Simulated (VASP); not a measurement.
Data:

```
CELL_PARAMETERS angstrom
      0.00000     3.05870     3.05870
      3.05870     0.00000     3.05870
      3.05870     3.05870     0.00000
ATOMIC_POSITIONS crystal
  Gd 0.00000 0.00000 0.00000
  Te 0.50000 0.50000 0.50000
```

Method: PBEsol GGA, VASP's PBE PAW potentials (set 64) (plane waves; VASP). Numerical set-up: 400 eV cut-off, 12×12×12 Γ-centred mesh, tetrahedra with Blöchl corrections, potentials Gd_3 Te.

The 4f electrons are frozen in the core of the lanthanide potential, so 4f levels, which can set the real gap, and their magnetism are missing.  Unless said otherwise, spin-orbit coupling is left out, though it shifts the bands of the heavy elements here.

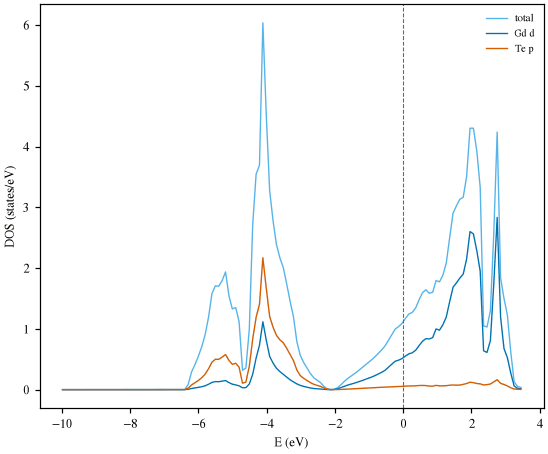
Total and projected density of states, zero at the Fermi level

Within 2 eV below the Fermi level the largest weight inside VASP's projection spheres is Gd d.

It has no gap at this level: it comes out as a metal or semimetal.

The structure comes from a computed database's GdTe entry (Fm-3m); how it stands against other phases isn't given here. It was relaxed first, which changed the volume by -5 %. The electron count is odd and the run is not spin-polarised, which forces a metal.
